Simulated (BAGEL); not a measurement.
**CH2BF3 (SMILES BC(F)(F)F) at HF/def2-SVP (density fitting with qzvpp-jkfit)**

What is the energy change on altering one bond length of CH2BF3 at HF/def2-SVP (density fitting with qzvpp-jkfit)? 

The calculation is run with BAGEL 1.2.2.

2 further runs of the same task are left out: 1 that didn't finish, 1 set aside as unsound or not needed. Runs told in other sessions of the task aren't counted.

## (1) The structure to begin with

CH2BF3 has 7 atoms, charge 0, and is taken as a singlet. SMILES: `BC(F)(F)F`. The shape is that of a PBE0-D4/def2-TZVP optimisation.

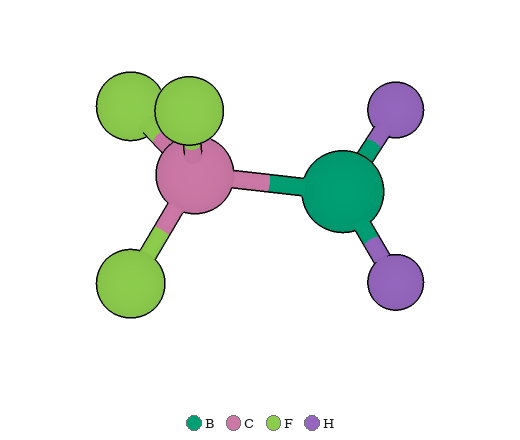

The structure, seen from a chosen angle (boron teal, carbon pink, fluorine green, hydrogen purple).

## (2) A single-point energy at HF/def2-SVP (density fitting with qzvpp-jkfit)

File calc.json:

```json
{ "bagel" : [

{
  "title" : "molecule",
  "basis" : "svp",
  "df_basis" : "qzvpp-jkfit",
  "angstrom" : "true",
  "geometry" : [
    { "atom" : "B", "xyz" : [   -0.646000,    0.517900,   -0.478700 ] },
    { "atom" : "C", "xyz" : [    0.401500,   -0.396900,    0.305300 ] },
    { "atom" : "F", "xyz" : [    0.019900,   -0.762700,    1.536900 ] },
    { "atom" : "F", "xyz" : [    0.761000,   -1.518100,   -0.335100 ] },
    { "atom" : "F", "xyz" : [    1.515900,    0.364200,    0.439400 ] },
    { "atom" : "H", "xyz" : [   -1.356400,    1.230500,    0.153100 ] },
    { "atom" : "H", "xyz" : [   -0.634600,    0.497100,   -1.666700 ] }
  ]
},
{ "title" : "hf" },
{ "title" : "print", "file" : "orbitals.molden", "orbitals" : "true" }

]}
```

Started as:

```bash
$ BAGEL_NUM_THREADS=1 BAGEL calc.json > calc.out
```

Log:

```text
* using 1 threads per process

  ===============================================================
  ===============================================================

  *** Geometry ***

  { "atom" : "B", "xyz" : [     -1.220763,      0.978689,     -0.904612 ] },
  { "atom" : "C", "xyz" : [      0.758725,     -0.750032,      0.576933 ] },
  { "atom" : "F", "xyz" : [      0.037606,     -1.441294,      2.904320 ] },
  { "atom" : "F", "xyz" : [      1.438082,     -2.868793,     -0.633247 ] },
  { "atom" : "F", "xyz" : [      2.864636,      0.688238,      0.830346 ] },
  { "atom" : "H", "xyz" : [     -2.563225,      2.325308,      0.289317 ] },
  { "atom" : "H", "xyz" : [     -1.199220,      0.939383,     -3.149607 ] },

  Number of auxiliary basis functions:      417

  Since a DF basis is specified, we compute 2- and 3-index integrals:
    o Being stored without compression. Storage requirement is 0.021 GB

  Number of basis functions:       80
  Number of electrons      :       40

    * METHOD: MOLECULE                             0.13

  *** RHF ***

  === Nuclear Repulsion ===
   179.0530450029

      * DIIS with orbital gradients will be used.

  === RHF iteration (svp) ===
      0       -361.50299905          0.02104156           0.04
      1       -361.65062456          0.01342246           0.04
      2       -361.72075883          0.00133187           0.04
      3       -361.72237912          0.00019255           0.04
      4       -361.72241930          0.00007481           0.04
      5       -361.72242468          0.00002620           0.04
      6       -361.72242528          0.00000798           0.04
      7       -361.72242532          0.00000225           0.04
      8       -361.72242533          0.00000084           0.04
      9       -361.72242533          0.00000034           0.04
     10       -361.72242533          0.00000009           0.04
     11       -361.72242533          0.00000004           0.04
     12       -361.72242533          0.00000002           0.04
     13       -361.72242533          0.00000001           0.04
    * SCF iteration converged.

    * Permanent dipole moment:
           (    0.667935,    -0.429899,     0.437760) a.u.

    * METHOD: HF                                   0.64

    * METHOD: PRINT                                0.01

  ===============================================================
```

It took 0.92 s on 1 thread of Arm Neoverse V2, shared host.

## (3) The distorted shape

File hf.json:

```json
{ "bagel" : [

{
  "title" : "molecule",
  "basis" : "svp",
  "df_basis" : "qzvpp-jkfit",
  "angstrom" : true,
  "geometry" : [
    { "atom" : "B", "xyz" : [   -0.077694,   -0.052166,   -0.984128 ] },
    { "atom" : "C", "xyz" : [    0.969806,   -0.966966,   -0.200128 ] },
    { "atom" : "F", "xyz" : [    0.588206,   -1.332766,    1.031472 ] },
    { "atom" : "F", "xyz" : [    1.329306,   -2.088166,   -0.840528 ] },
    { "atom" : "F", "xyz" : [    2.084206,   -0.205866,   -0.066028 ] },
    { "atom" : "H", "xyz" : [   -1.356400,    1.230500,    0.153100 ] },
    { "atom" : "H", "xyz" : [   -0.066294,   -0.072966,   -2.172128 ] }
  ]
},
{
  "title" : "hf"
},
{
  "title" : "print",
  "file" : "orbitals.molden",
  "orbitals" : true
}

]}
```

Started as:

```bash
$ BAGEL_NUM_THREADS=1 BAGEL hf.json > hf.out
```

Log:

```text
* using 1 threads per process

  ===============================================================
  ===============================================================

  *** Geometry ***

  { "atom" : "B", "xyz" : [     -0.146820,     -0.098579,     -1.859732 ] },
  { "atom" : "C", "xyz" : [      1.832668,     -1.827301,     -0.378187 ] },
  { "atom" : "F", "xyz" : [      1.111548,     -2.518563,      1.949200 ] },
  { "atom" : "F", "xyz" : [      2.512024,     -3.946062,     -1.588368 ] },
  { "atom" : "F", "xyz" : [      3.938579,     -0.389030,     -0.124775 ] },
  { "atom" : "H", "xyz" : [     -2.563225,      2.325308,      0.289317 ] },
  { "atom" : "H", "xyz" : [     -0.125278,     -0.137886,     -4.104727 ] },

  Number of auxiliary basis functions:      417

  Since a DF basis is specified, we compute 2- and 3-index integrals:
    o Being stored without compression. Storage requirement is 0.021 GB

  Number of basis functions:       80
  Number of electrons      :       40

    * METHOD: MOLECULE                             0.13

  *** RHF ***

  === Nuclear Repulsion ===
   176.7952105686

      * DIIS with orbital gradients will be used.

  === RHF iteration (svp) ===
      0       -361.35601087          0.02141582           0.04
      1       -361.50890144          0.01389835           0.04
      2       -361.58481377          0.00145495           0.04
      3       -361.58698970          0.00023146           0.04
      4       -361.58704568          0.00008794           0.04
      5       -361.58705322          0.00002908           0.04
      6       -361.58705396          0.00001014           0.04
      7       -361.58705404          0.00000258           0.04
      8       -361.58705405          0.00000086           0.04
      9       -361.58705405          0.00000037           0.04
     10       -361.58705405          0.00000008           0.04
     11       -361.58705405          0.00000003           0.04
     12       -361.58705405          0.00000002           0.04
     13       -361.58705405          0.00000001           0.04
    * SCF iteration converged.

    * Permanent dipole moment:
           (    0.316697,    -0.093619,     0.701887) a.u.

    * METHOD: HF                                   0.62

    * METHOD: PRINT                                0.01

  ===============================================================
```

Wall time 0.9 s (1 thread of Arm Neoverse V2, shared host).

## (4) Outcome

Level: HF/def2-SVP (density fitting with qzvpp-jkfit).

| quantity | value |
| --- | --- |
| first shape: total energy | -361.72243 Eh |
| first shape: dipole moment | 2.31 D |
| first shape: HOMO energy | -14.42 eV |
| first shape: LUMO energy | 1.10 eV |
| first shape: HOMO–LUMO gap | 15.51 eV |
| distorted shape: total energy | -361.58705 Eh |
| distorted shape: dipole moment | 1.97 D |
| distorted shape: HOMO energy | -10.86 eV |
| distorted shape: LUMO energy | 0.58 eV |
| distorted shape: HOMO–LUMO gap | 11.45 eV |
| energy change with the B1–H6 bond stretched from 1.188 to 2.139 Å | 3.684 eV |

What this shows: With the B1–H6 bond stretched from 1.188 to 2.139 Å the energy rises by 3.68 eV (355 kJ/mol). The first shape isn't relaxed at this level, so the change isn't measured from a minimum. A restricted reference can't describe the breaking bond well at this length.
